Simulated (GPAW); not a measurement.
## 2H-VSSe monolayer: simulated STM images

Wanted: filled- and empty-state images of 2H-VSSe monolayer, with its work function.

Main program and level: GPAW 26.7.0; GPAW, PAW setups; layer in a repeated cell with vacuum, relaxation of atoms and in-plane cell, in the first sound run; inputs show where later runs differ.

## 1. Set-up

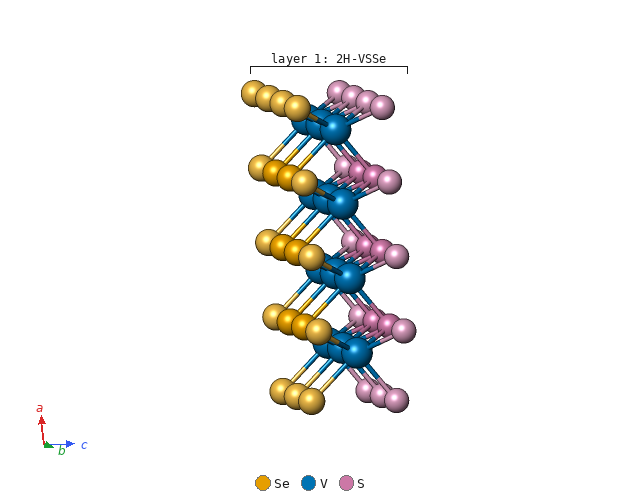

Start, viewed from the side, with the c axis across the page; selenium orange, vanadium blue, sulfur pink. 3×2×1 cells are drawn. Some periodic images of atoms are drawn too.

The cell holds 3 atoms: 1 Se, 1 V and 1 S. Its edges and angles: a = 3.250 Å, b = 3.250 Å, c = 21.366 Å, α = 90.0°, β = 90.0°, γ = 120.0°. Vacuum lies along c.

## 2. Relaxing the atoms

The atoms are relaxed first, since the surface dipole, and with it the work function, follows the positions of the outer layers.

run.py

```python
import json
import numpy as np
from ase import Atoms
from ase.filters import FrechetCellFilter
from ase.optimize import BFGS
from gpaw import GPAW, PW

slab = Atoms(
    ['Se', 'V', 'S'],
    positions=[
        [-0.00000, 1.87639, 9.00000],
        [0.00000, 0.00000, 10.79543],
        [-0.00000, 1.87639, 12.36609]],
    cell=[[3.25, 0.0, 0.0], [-1.625, 2.81458, 0.0], [0.0, 0.0, 21.3661]],
    pbc=[True, True, True],
    magmoms=[0.0, 1.0, 0.0])

slab.calc = GPAW(mode=PW(600), xc='PBE', kpts={'size': (12, 12, 1), 'gamma': True},
                 occupations={'name': 'fermi-dirac', 'width': 0.05}, nbands='160%',
                 convergence={'density': 1e-05}, maxiter=200,
                 symmetry={'tolerance': 1e-3}, txt='slab.txt')
result = {}
# The in-plane cell is free; stress needs a cell that repeats along all three vectors
path = []
opt = BFGS(FrechetCellFilter(slab, mask=[1, 1, 0, 0, 0, 1]), maxstep=0.2)
opt.attach(lambda: path.append((slab.get_potential_energy(), slab.positions.tolist(), slab.get_forces().tolist())))
result['relaxed'] = bool(opt.run(fmax=0.02, steps=45))
result['path'] = path
result['cell'] = slab.cell.tolist()
print('in-plane lattice', slab.cell.cellpar().round(4)[[0, 1, 5]])
energy = slab.get_potential_energy()
fermi = slab.calc.get_fermi_level()
v = slab.calc.get_electrostatic_potential().mean((0, 1)) - fermi
n = slab.calc.get_pseudo_density().mean((0, 1))
L = slab.cell[2, 2]
z = np.arange(len(v)) * L / len(v)
low, high = slab.positions[:, 2].min(), slab.positions[:, 2].max()
below, above = np.interp([low - 6.8, high + 6.8], z, v)
slopes = [np.interp(x, z, np.gradient(v, z)) for x in (low - 6.8, high + 6.8)]
eps = np.array([[slab.calc.get_eigenvalues(k, s) for k in range(len(slab.calc.get_ibz_k_points()))]
                for s in range(slab.calc.get_number_of_spins())]) - fermi
top, bottom = eps[eps < 0].max(), eps[eps > 0].min()
dipole = slab.get_dipole_moment()[2]
print(f'energy {energy:.4f} eV, Fermi level {fermi:.4f} eV, dipole {dipole:.5f} e A')
print(f'potential 6.8 A off the faces, from the Fermi level: lower {below:.4f} eV, upper {above:.4f} eV')
print(f'slope of the potential there: lower {slopes[0]:.5f}, upper {slopes[1]:.5f} eV/A')
print(f'nearest levels on the mesh: {top:.4f} and {bottom:.4f} eV')
print('magnetic moment', round(slab.get_magnetic_moment(), 3))
result.update(energy=energy, fermi=fermi, dipole=dipole, below=below, above=above, slopes=slopes, edges=[top, bottom],
              z=z.tolist(), v=v.tolist(), n=n.tolist(), positions=slab.positions.tolist(),
              forces=slab.get_forces(apply_constraint=False).tolist(), moments=slab.get_magnetic_moments().tolist())
json.dump(result, open('result.json', 'w'))
```

On the command line:

```sh
> OMP_NUM_THREADS=1 OPENBLAS_NUM_THREADS=1 python run.py
```

What it wrote:

```text
Step          Energy          fmax
BFGS:    0      -18.241527        1.749610
BFGS:    1      -18.317212        1.436828
BFGS:    2      -18.461642        0.375556
BFGS:    3      -18.469351        0.229238
BFGS:    4      -18.471624        0.191023
BFGS:    5      -18.477208        0.144129
BFGS:    6      -18.477855        0.120800
BFGS:    7      -18.478441        0.032130
BFGS:    8      -18.478474        0.005510
in-plane lattice [  3.2647   3.2647 120.    ]
energy -18.4754 eV, Fermi level -2.1199 eV, dipole -0.02919 e A
potential 6.8 A off the faces, from the Fermi level: lower 5.5274 eV, upper 5.6531 eV
slope of the potential there: lower -0.02685, upper -0.02686 eV/A
nearest levels on the mesh: -0.0221 and 0.0198 eV
magnetic moment 0.951
```

It took 9 min on 1 thread of AMD EPYC 7B13 (Zen 3), shared host; peak memory 0.62 GiB.

Numbers from this step:

- dipole along the normal: -0.02919 e·Å
- levels nearest the Fermi level on the mesh: -0.02210, 0.01984 eV from the Fermi level
- site moments: -0.05268, 0.8736, -0.01630 μB
- sum of the site moments: 0.8046 μB

The electrostatic potential energy of an electron (without an applied field's), less the Fermi level, planar mean by z:

| z (Å) | electrostatic potential energy of an electron (without an applied field's), less the Fermi level, planar mean (eV) |
| --- | --- |
| 0 | 5.59 |
| 1 | 5.56 |
| 2 | 5.54 |
| 3 | 5.51 |
| 4 | 5.48 |
| 5 | 5.46 |
| 6 | 5.42 |
| 7 | 5.31 |
| 8 | 3.50 |
| 9 | -18.7 |
| 10 | -3.78 |
| 11 | -12.2 |
| 12 | -13.7 |
| 13 | 1.58 |
| 14 | 5.61 |
| 15 | 5.75 |
| 16 | 5.73 |
| 17 | 5.71 |
| 18 | 5.68 |
| 19 | 5.65 |
| 20 | 5.63 |
| 21 | 5.60 |

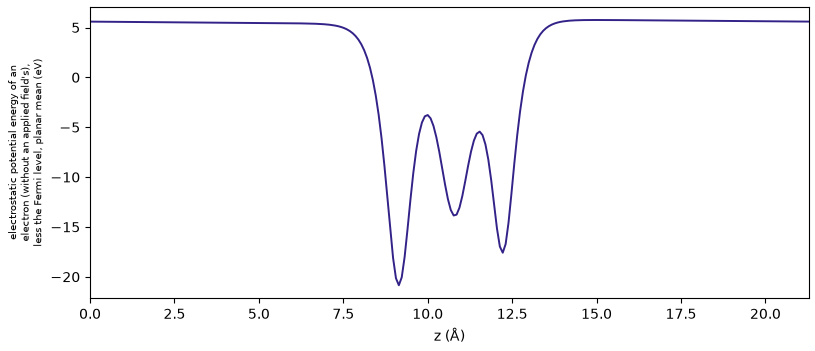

Electrostatic potential energy of an electron (without an applied field's), less the Fermi level, planar mean, plotted against z.

Pseudo valence density, planar mean against z:

| z (Å) | pseudo valence density, planar mean (e/Å³) |
| --- | --- |
| 5 | 1.3e-5 |
| 6 | 2.4e-4 |
| 7 | 0.00459 |
| 8 | 0.0924 |
| 9 | 0.267 |
| 10 | 0.381 |
| 11 | 1.31 |
| 12 | 0.457 |
| 13 | 0.205 |
| 14 | 0.0101 |
| 15 | 4.4e-4 |
| 16 | 2.1e-5 |

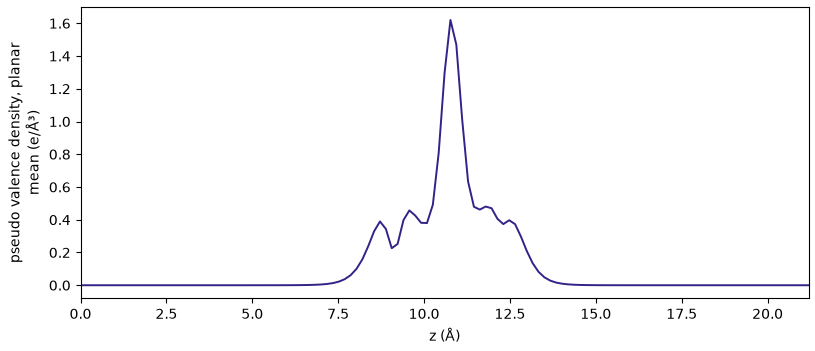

Pseudo valence density, planar mean, plotted against z.

Site moment by atom:

| atom | site moment (μB) |
| --- | --- |
| Se1 | -0.053 |
| V2 | 0.874 |
| S3 | -0.016 |

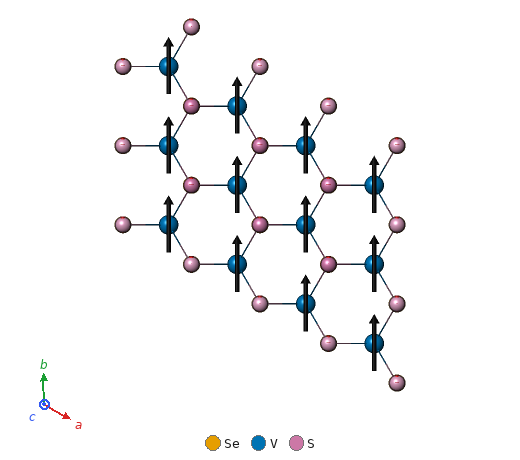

Site moment as arrows, the longest 0.874 μB. Up and down stand for the sign. Arrows give size and sign along the axis of quantisation, drawn up and down the page. Each arrow also spans its atom, so small moments look longer than they are. The two directions have two colours. 3×2×1 cells are drawn. Some periodic images of atoms are drawn too.

The relaxation lowered the energy of the cell by 0.235 eV (energies extrapolated to zero smearing; the optimiser's log prints free energies). The largest force left on a free atom is 0.0055 eV/Å.

## 3. Plane waves, PBE

The work function is the vacuum plateau of the electrostatic potential less the Fermi level; a dipole layer lets the two faces have plateaus of their own.

This step: GPAW, PAW setups; slab in vacuum (GPAW 26.7.0).

The cell differs from the one that the last finished run ended in (c 21.366 → 21.088 Å).

run.py

```python
import json
import numpy as np
from ase import Atoms
from ase.dft.stm import STM
from gpaw import GPAW, PW

slab = Atoms(
    ['Se', 'V', 'S'],
    positions=[
        [-0.00000, 1.88488, 9.00000],
        [0.00000, 0.00000, 10.66197],
        [-0.00000, 1.88488, 12.08839]],
    cell=[[3.2647, 0.0, 0.0], [-1.63235, 2.82731, 0.0], [0.0, 0.0, 21.0884]],
    pbc=[True, True, False],
    magmoms=[0.0, 1.0, 0.0])

slab.calc = GPAW(mode=PW(400), xc='PBE', kpts={'size': (12, 12, 1), 'gamma': True},
                 occupations={'name': 'fermi-dirac', 'width': 0.05}, nbands='160%',
                 convergence={'density': 1e-05}, maxiter=200,
                 poissonsolver={'dipolelayer': 'xy'},
                 symmetry={'tolerance': 1e-3}, txt='slab.txt')
result = {}
energy = slab.get_potential_energy()
fermi = slab.calc.get_fermi_level()
v = slab.calc.get_electrostatic_potential().mean((0, 1)) - fermi
n = slab.calc.get_pseudo_density().mean((0, 1))
L = slab.cell[2, 2]
z = np.arange(len(v)) * L / len(v)
low, high = slab.positions[:, 2].min(), slab.positions[:, 2].max()
below, above = np.interp([low - 6.8, high + 6.8], z, v)
slopes = [np.interp(x, z, np.gradient(v, z)) for x in (low - 6.8, high + 6.8)]
eps = np.array([[slab.calc.get_eigenvalues(k, s) for k in range(len(slab.calc.get_ibz_k_points()))]
                for s in range(slab.calc.get_number_of_spins())]) - fermi
top, bottom = eps[eps < 0].max(), eps[eps > 0].min()
dipole = slab.get_dipole_moment()[2]
print(f'energy {energy:.4f} eV, Fermi level {fermi:.4f} eV, dipole {dipole:.5f} e A')
print(f'potential 6.8 A off the faces, from the Fermi level: lower {below:.4f} eV, upper {above:.4f} eV')
print(f'slope of the potential there: lower {slopes[0]:.5f}, upper {slopes[1]:.5f} eV/A')
print(f'nearest levels on the mesh: {top:.4f} and {bottom:.4f} eV')
print('magnetic moment', round(slab.get_magnetic_moment(), 3))
result.update(energy=energy, fermi=fermi, dipole=dipole, below=below, above=above, slopes=slopes, edges=[top, bottom],
              z=z.tolist(), v=v.tolist(), n=n.tolist(), positions=slab.positions.tolist(),
              forces=slab.get_forces(apply_constraint=False).tolist(), moments=slab.get_magnetic_moments().tolist())

# Images need the states of the whole zone, up to time reversal
slab.calc = slab.calc.fixed_density(symmetry={'point_group': False}, txt='states.txt', nbands='250%',
                                    convergence={'bands': 'CBM+1.3'})
stm = STM(slab)
result['stm'] = []
for bias in [-1.0, 1.0]:
    height = high + 3.0
    current = stm.get_averaged_current(bias, height)
    x, y, h = stm.scan(bias, current)
    i, f = divmod(height / L * stm.ldos.shape[2], 1)
    I = abs((1 - f) * stm.ldos[:, :, int(i)] + f * stm.ldos[:, :, int(i) + 1])
    print(f'bias {bias} V: mean current at 3.0 A {current:.4e}, corrugation {np.ptp(h):.4f} A')
    result['stm'].append(dict(bias=bias, current=current, h=(h - high).tolist(), I=I.tolist()))
json.dump(result, open('result.json', 'w'))
```

What it wrote:

```text
energy -18.4374 eV, Fermi level -2.0754 eV, dipole -0.02195 e A
potential 6.8 A off the faces, from the Fermi level: lower 5.3764 eV, upper 5.8084 eV
slope of the potential there: lower -0.00001, upper 0.00000 eV/A
nearest levels on the mesh: -0.0197 and 0.0224 eV
magnetic moment 0.949
bias -1.0 V: mean current at 3.0 A 4.8128e-05, corrugation 0.3698 A
bias 1.0 V: mean current at 3.0 A 4.1511e-05, corrugation 0.3389 A
```

Run time: 2.4 min. Hardware: 1 thread; peak memory 0.62 GiB.

Numbers from this step:

| Property | Result |
| --- | --- |
| dipole along the normal | -0.02195 e·Å |
| levels nearest the Fermi level on the mesh | -0.01967, 0.02237 eV from the Fermi level |
| upper work function | 5.808 eV |
| lower work function | 5.376 eV |
| site moments | -0.05245, 0.8711, -0.01609 μB |
| corrugation -1 | 0.3698 Å |
| corrugation 1 | 0.3389 Å |
| sum of the site moments | 0.8026 μB |

Table of electrostatic potential energy of an electron (without an applied field's), less the Fermi level, planar mean by z:

| z (Å) | electrostatic potential energy of an electron (without an applied field's), less the Fermi level, planar mean (eV) |
| --- | --- |
| 0 | 5.59 |
| 2 | 5.38 |
| 4 | 5.38 |
| 6 | 5.37 |
| 8 | 2.53 |
| 10 | -4.55 |
| 12 | -16.8 |
| 14 | 5.69 |
| 16 | 5.81 |
| 18 | 5.81 |
| 20 | 5.81 |

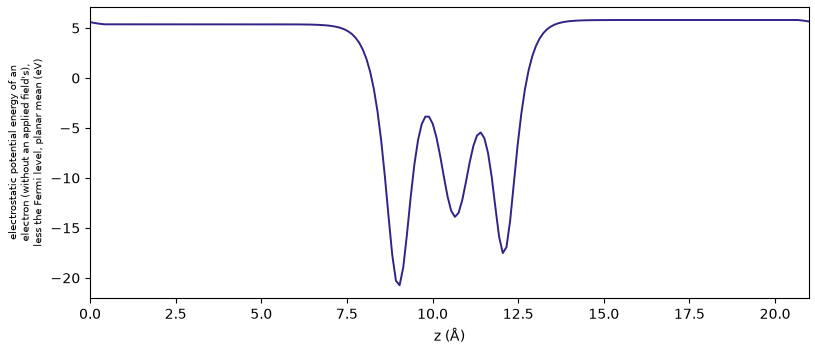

Electrostatic potential energy of an electron (without an applied field's), less the Fermi level, planar mean, plotted against z.

Table of pseudo valence density, planar mean by z:

| z (Å) | pseudo valence density, planar mean (e/Å³) |
| --- | --- |
| 4 | 0 |
| 6 | 3.6e-4 |
| 8 | 0.135 |
| 10 | 0.426 |
| 12 | 0.406 |
| 14 | 0.00644 |
| 16 | 1.4e-5 |

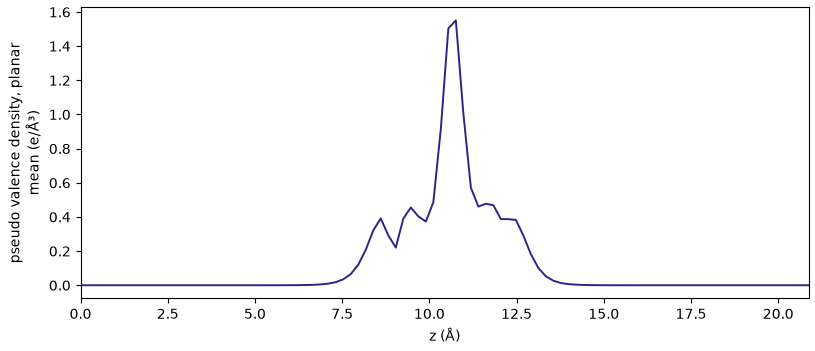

Pseudo valence density, planar mean against z.

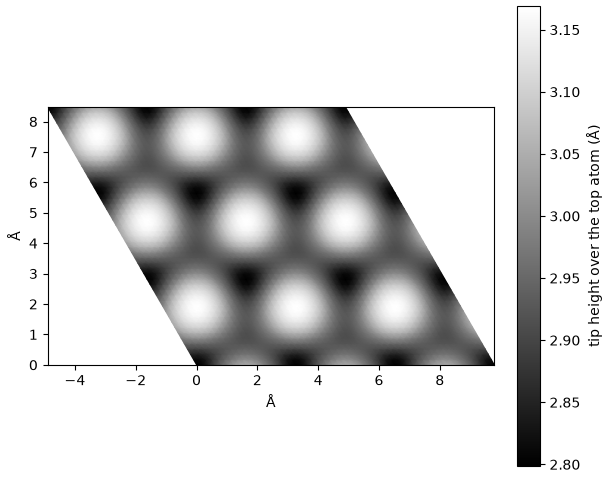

Tip height over the top atom over a1 and a2. Sample bias -1 V, constant current at the mean current 3.0 Å over the top atom. The cell is repeated, with its origin at the lower left corner.

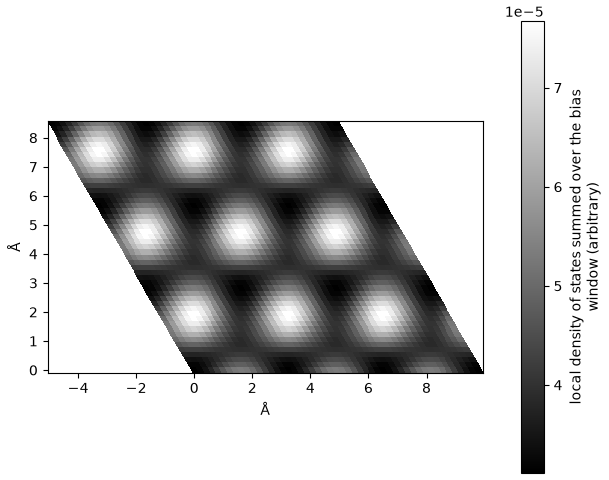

Local density of states summed over the bias window over a1 and a2. Sample bias -1 V, constant height 3.0 Å over the top atom. The cell is repeated, with its origin at the lower left corner.

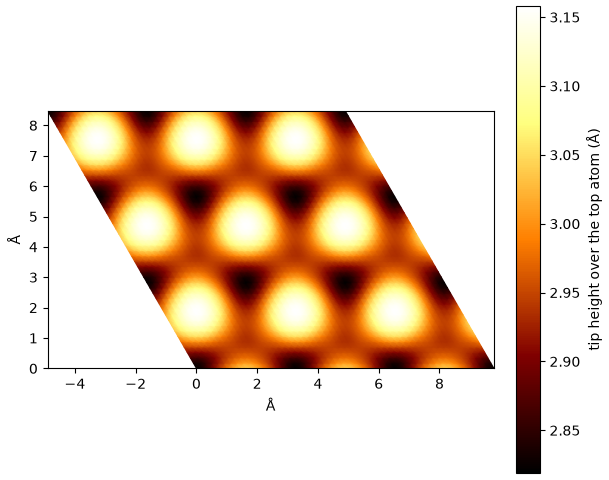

Tip height over the top atom over a1 and a2. Sample bias 1 V, constant current at the mean current 3.0 Å over the top atom. The cell is repeated, with its origin at the lower left corner.

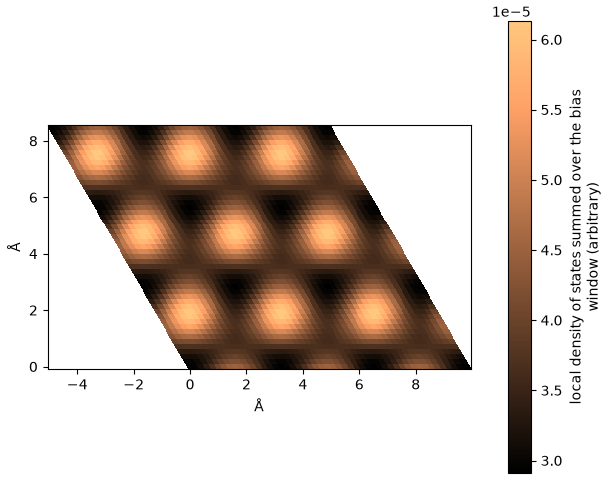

Local density of states summed over the bias window over a1 and a2. Sample bias 1 V, constant height 3.0 Å over the top atom. The cell is repeated, with its origin at the lower left corner.

The potential is flat to 6.4e-6 eV/Å where it is read, so the vacuum is wide enough.

## 4. A changed run

One more run, with changed settings.

run.py, as its differences from that of step 3:

```diff
@@ -3,3 +3,2 @@
 from ase import Atoms
-from ase.dft.stm import STM
 from gpaw import GPAW, PW
@@ -16,5 +15,5 @@
 
-slab.calc = GPAW(mode=PW(400), xc='PBE', kpts={'size': (12, 12, 1), 'gamma': True},
+slab.calc = GPAW(mode=PW(400), xc='pbe96', kpts={'size': (12, 12, 1), 'gamma': True},
                  occupations={'name': 'fermi-dirac', 'width': 0.05}, nbands='160%',
-                 convergence={'density': 1e-05}, maxiter=200,
+                 convergence={'density': 1e-05}, maxiter=75,
                  poissonsolver={'dipolelayer': 'xy'},
@@ -43,16 +42,2 @@
               forces=slab.get_forces(apply_constraint=False).tolist(), moments=slab.get_magnetic_moments().tolist())
-
-# Images need the states of the whole zone, up to time reversal
-slab.calc = slab.calc.fixed_density(symmetry={'point_group': False}, txt='states.txt', nbands='250%',
-                                    convergence={'bands': 'CBM+1.3'})
-stm = STM(slab)
-result['stm'] = []
-for bias in [-1.0, 1.0]:
-    height = high + 3.0
-    current = stm.get_averaged_current(bias, height)
-    x, y, h = stm.scan(bias, current)
-    i, f = divmod(height / L * stm.ldos.shape[2], 1)
-    I = abs((1 - f) * stm.ldos[:, :, int(i)] + f * stm.ldos[:, :, int(i) + 1])
-    print(f'bias {bias} V: mean current at 3.0 A {current:.4e}, corrugation {np.ptp(h):.4f} A')
-    result['stm'].append(dict(bias=bias, current=current, h=(h - high).tolist(), I=I.tolist()))
 json.dump(result, open('result.json', 'w'))
```

What it wrote:

```text
NameError: Unknown functional: pbe96.
```

The job ended after 0.75 s (1 thread; peak memory 0.1 GiB).

The input was rejected at the start.

The program's message: “NameError: Unknown functional: pbe96.”

The change that led to it: xc = "pbe96".

## 5. Summary of results

* work function, upper and lower face: 5.808 and 5.376 eV
* dipole along the normal: -0.0220 e Å
* corrugation at -1 V: 0.370 Å
* corrugation at 1 V: 0.339 Å

What this shows: The tip height varies by 0.34 to 0.37 Å over the cell, much the same at every bias tried. Negative sample bias images filled states, positive bias empty ones. The two faces differ by 0.43 eV, the step that the slab's dipole makes (e p/(ε0 A) gives 0.43 eV), so the dipole layer is needed. The images are of Tersoff-Hamann type: an s-wave tip, no tip-sample forces, heights closer than in a microscope. The relaxation of atoms and cell ran in a fully periodic cell without the dipole layer, so the atoms of this polar layer felt a small spurious field. One magnetic start was tried; another order may lie lower. The layer's cell and atoms come from the relaxation; spin-orbit coupling and temperature are left out.

[Logs are printed without paths, hosts, clocks, repeated set-up lines and the standing remarks that a program may print on its own settings, such as how far it seeks lower states.]

[Hosts, paths, dates, database ids (printed as entryN), source tags and the programs' standing remarks are cut or masked in the printed files.]
